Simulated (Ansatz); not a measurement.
# Ga (Cmce): phonon-mediated transition temperature, part 2 of 2

Each step names its level of theory.

So far, log mean phonon energy ħω_log (meV): step 2 (coupling and resistivity: the database cell, unrelaxed, PBE) 10.8; step 3 (resistivity: PseudoDojo files, PBE PseudoDojo norm-conserving) 10.5.

In doubt: the program doubts the meshes or the phonons of the coupling sums, which bears on λ, Tc and transport values.

### Step 4. Resistivity: finite displacements

Finite displacements in a supercell are the other road to force constants and couplings; here with the base functional.

This step: DFT PBE, scalar-relativistic, plane waves, PAW; PAW set soft_1 (Ansatz 0.2.0).

Contents of input.yaml:

```yaml
crystal:
  lattice:
    - [2.3259903773, -3.8851051375, 0.0]
    - [2.3259903773, 3.8851051375, 0.0]
    - [0.0, 0.0, 4.5024235882]
  atoms:
    - { symbol: Ga, position: [0.8442711505, 0.1557288495, 0.0824748075] }
    - { symbol: Ga, position: [0.6557288495, 0.3442711505, 0.5824748075] }
    - { symbol: Ga, position: [0.1557288495, 0.8442711505, 0.9175251925] }
    - { symbol: Ga, position: [0.3442711505, 0.6557288495, 0.4175251925] }
kpoints:
  mp_grid: { grid: [9, 9, 9] }
hamiltonian:
  xc: pbe
  pseudopotentials: { kind: paw, azcp: { folder: soft_1 } }
scf:
  occupations: { method: methfessel_paxton, width: 0.2 }
output:
  eigenvalues: true
phonons:
  method: fd
  supercell: [3, 3, 3]
  temperatures: { t_max: 1000, t_step: 50 }
  qpath:
    path:
      - [[0.0, 0.0, 0.0], [-0.5, 0.5, 0.0]]
      - [[0.0, 0.0, 0.0], [0.0, 0.0, 0.5]]
    npoints: 6
  electrical_resistivity:
    mesh: [12, 12, 12]
    temperatures: [20.0, 50.0, 80.0, 100.0, 150.0, 200.0, 273.0, 300.0, 400.0, 500.0, 600.0, 800.0]
  superconductivity: { mesh: [12, 12, 12], eliashberg_equations: false }
```

Run with:

```bash
$ ansatz run input.yaml --threads 16 --pin off --max-ram 92160MiB --backend cuda --events-out ev --progress --plain --runs-dir out --max-vram 78GiB
```

Numbers of over 12 decimals in the logs are rounded to 6 here.

The program printed:

```text
[...]
Crystal: 108 atoms, lattice volume = 2197.105 Å³
Basis set: ecut = 420 eV, 42917 PW (Γ), exchange–correlation on 192×192×192 points (8 copies of the dense FFT grid, shifted against one another)
Bands: 864, of which v1, the nominal top of the filled ones, is band 702 counted from 1 (701 counted from 0)
Symmetry: 216 space group operations
k-points: 8 of 27
[...]
SCF iter   1: F=—  HF=-408566.455514 eV  |F-HF|=—  |Δ(HF+E_count)|=         —  Δρ=4.20e-8  dr2=3.17e-11  ethr=1.00e-12  ⟨swp⟩=3.0  Hψ=17078  notcnv=0
[...]
SCF iter   2: F=-408566.455514 eV  HF=-408566.455514 eV  |F-HF|=3.49e-10  |Δ(HF+E_count)|=  1.16e-10  S|Δr|=    0.00e0  Δρ=2.87e-8  dr2=1.64e-11  ethr=1.00e-12  ⟨swp⟩=2.9  Hψ=14044  notcnv=0
SCF 1 converged in 2 iterations: F = -408566.455514 eV  dr2 = 1.64e-11
[...]
Crystal: 4 atoms, lattice volume = 81.374 Å³
Basis set: ecut = 420 eV, 1597 PW (Γ), exchange–correlation on 64×64×64 points (8 copies of the dense FFT grid, shifted against one another)
Bands: 32, of which v1, the nominal top of the filled ones, is band 26 counted from 1 (25 counted from 0)
Symmetry: 8 space group operations
k-points: 125 of 729
[...]
SCF iter   2: F=-15132.090945 eV  HF=-15132.090945 eV  |F-HF|=7.28e-12  |Δ(HF+E_count)|=   1.63e-5  S|Δr|=    0.00e0  Δρ=1.22e-7  dr2=2.44e-12  ethr=1.00e-12  ⟨swp⟩=5.7  Hψ=18806  notcnv=0
SCF 2 converged in 2 iterations: F = -15132.090945 eV  dr2 = 2.44e-12
[...]
SCF 3 converged in 10 iterations: F = -408566.455469 eV  dr2 = 1.21e-12
[...]
SCF 4 converged in 5 iterations: F = -408566.455522 eV  dr2 = 3.03e-12
[...]
SCF 5 converged in 10 iterations: F = -408566.455489 eV  dr2 = 8.10e-13
[...]
SCF 6 converged in 5 iterations: F = -408566.455517 eV  dr2 = 2.47e-12
[...]
SCF 7 converged in 11 iterations: F = -15132.090945 eV  dr2 = 1.71e-11
[...]
SCF converged after 2 iterations
[...]
vibrations of 27 cells: unjudged by the run; compare a larger repeat
[...]
--- Superconductivity: potentials and phonons of a 3×3×3 supercell ---
[...]
mesh         λ    ħω_log (meV)  μ* declared at (meV)
       12×12×12    0.4535          10.471               13.606
          6×6×6    0.4114          10.636               13.618
          3×3×3    0.3326          11.486               14.994
  λ by the species' shares of the modes' patterns: Ga 0.4535
[...]
0.08      1.365         1.396             -             -             -             -              -
      0.10      0.973         0.992             -             -             -             -              -
      0.12      0.654         0.666             -             -             -             -              -
      0.13      0.522         0.531             -             -             -             -              -
      0.14      0.408         0.415             -             -             -             -              -
      0.16      0.231         0.235             -             -             -             -              -
      0.20      0.048         0.048             -             -             -             -              -
[...]
vibrations of 27 cells: unjudged by the run; compare a larger repeat
[...]
```

Run time: 2.5 min. Hardware: 1 × NVIDIA GB200 with 16 threads of Arm Neoverse V2, shared host; peak memory 14 GiB; 13 min of CPU time.

Numbers from this step:

| Property | Result |
| --- | --- |
| volume per atom | 20.34 Å³/atom |
| zero point energy | 0.08753 eV/cell |
| highest frequency, solved or plainly interpolated | 221 cm⁻¹ |
| resistivity at 300 K | 28.15 μΩ cm, mean of the axes |
| coupling constant λ | 0.4535 |
| density of states at the Fermi level | 0.4208 states/eV a spin and cell |
| log mean phonon energy ħω_log | 10.47 meV |
| transport coupling constant λ_tr | 0.4774, 0.4385, 0.4168 (xx, yy, zz) |
| Drude plasma energy | 7.424, 2.931, 5.571 eV (xx, yy, zz) |
| resistivity times mean free path | 11.41, 51.79, 17.48 × 10⁻¹⁶ Ω m² (xx, yy, zz) |
| second-moment phonon energy ħω₂ | 13.61 meV |

Transition temperatures:

| μ* | McMillan Tc (K) | Allen–Dynes Tc (K) |
| --- | --- | --- |
| 0.08 | 1.37 | 1.4 |
| 0.1 | 0.973 | 0.992 |
| 0.12 | 0.654 | 0.666 |
| 0.13 | 0.522 | 0.531 |
| 0.14 | 0.408 | 0.415 |
| 0.16 | 0.231 | 0.235 |
| 0.2 | 0.0476 | 0.0483 |

The Eliashberg function α²F has structure finer than the step of the table below, so its rows give means over 2 meV, whole bins alone (the curve runs from 0.11 to 28.0 meV). Peaks (meV: height): α²F 5.6: 0.141, 7.6: 0.174, 13.3: 0.230, 18.3: 0.260, 20.5: 0.267, 26.2: 0.248; α²F tr 5.6: 0.156, 7.6: 0.187, 13.3: 0.227, 18.3: 0.243, 20.5: 0.229, 26.2: 0.231.

Eliashberg function α²F against phonon energy; means over each step:

| phonon energy (meV) | α²F | α²F tr |
| --- | --- | --- |
| 2 | 0.00285 | 0.00201 |
| 4 | 0.0431 | 0.0403 |
| 6 | 0.109 | 0.118 |
| 8 | 0.135 | 0.149 |
| 10 | 0.0745 | 0.0667 |
| 12 | 0.159 | 0.164 |
| 14 | 0.147 | 0.146 |
| 16 | 0.0944 | 0.0842 |
| 18 | 0.202 | 0.186 |
| 20 | 0.206 | 0.178 |
| 22 | 0.0363 | 0.0324 |
| 24 | 0.00213 | 0.00107 |
| 26 | 0.137 | 0.123 |

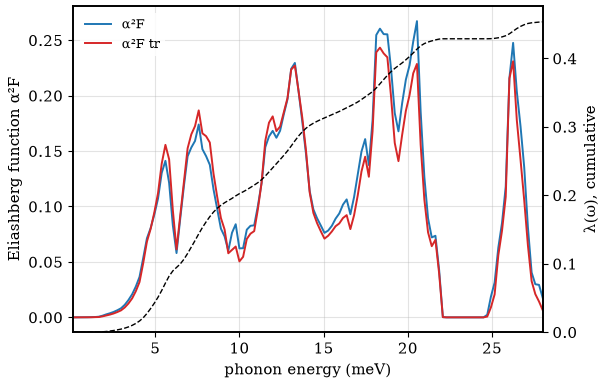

Eliashberg function α²F against phonon energy. The dashed line is the running λ.

### Step 5. Outcome

- meshes: supercell 3×3×3, k 9×9×9, scattering 12×12×12
- coupling constant λ: 0.454
- log mean phonon energy ħω_log: 10.5 meV
- Allen–Dynes Tc at μ* = 0.1: 0.992 K
- Allen–Dynes Tc at μ* = 0.13: 0.531 K

In the last run (PBE, finite displacements, supercell 3×3×3, k 9×9×9, scattering 12×12×12), with λ = 0.45 and ħω_log = 10.5 meV, Tc at μ* = 0.13 is 0.52 K by McMillan's formula and 0.53 K by Allen and Dynes's. Allen and Dynes's formula meets the measured 1.083 K at μ* near 0.09. Raising μ* from 0.10 to 0.16 lowers the Allen–Dynes value from 0.99 to 0.23 K. By the run's own test λ is not converged in the fine mesh: it moves by 9 % between the two finest. The run's transport test calls it not converged in the mesh; ρ(300 K) moves by 37 % in the component that moves most. λ of these runs moves by 9 to 9 % between their two finest meshes, and Tc by more, so small gaps between the runs or to the measured value rank nothing. In 3 of the runs shown, the last among them, the interpolated phonons dip below zero somewhere, which the program warns of. Over the runs, λ takes the values 0.413, 0.448 and 0.454, in the order shown. μ* is a typed number, phonons are harmonic, and spin fluctuations are left out; at μ* = 0.13 McMillan's formula turns 1 % in λ into about 6.0 % in Tc.

Comparison with the measured values:

| quantity | measured | Allen–Dynes, PBE, q 3×3×3, fine 16×16×12, database cell | Allen–Dynes, PBE, q 3×3×3, fine 12×12×12, PseudoDojo files | Allen–Dynes, PBE, q 3×3×3, fine 12×12×12, displacements |
| --- | --- | --- | --- | --- |
| superconducting transition temperature (μ* = 0.13) (kelvin) | 1.083 | 0.29 (-72.9 %) | 0.49 (-54.7 %) | 0.53 (-51.0 %) |

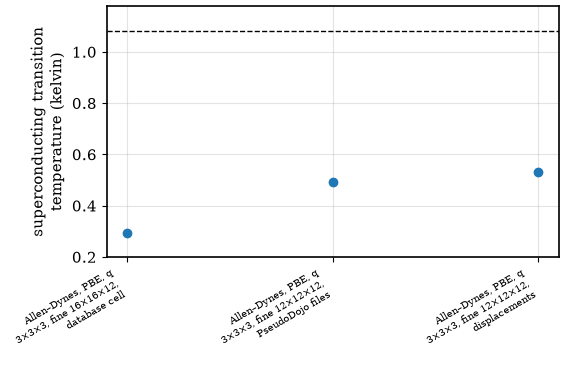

The superconducting transition temperature by level; the dashed line is the measured value.

Measured values from Wikipedia's table of superconducting elements, as read in December (2026).

How well it matches: For the superconducting transition temperature, of the levels listed nearest comes Allen–Dynes, PBE, q 3×3×3, fine 12×12×12, displacements (-51.0 %) and farthest Allen–Dynes, PBE, q 3×3×3, fine 16×16×12, database cell (-72.9 %). Limits of convergence are named above.

[Logs are printed without paths, hosts, clocks, repeated set-up lines and the standing remarks that a program may print on its own settings, such as how far it seeks lower states.]

[Hosts, paths, dates, database ids (printed as entryN), source tags and the programs' standing remarks are cut or masked in the printed files.]
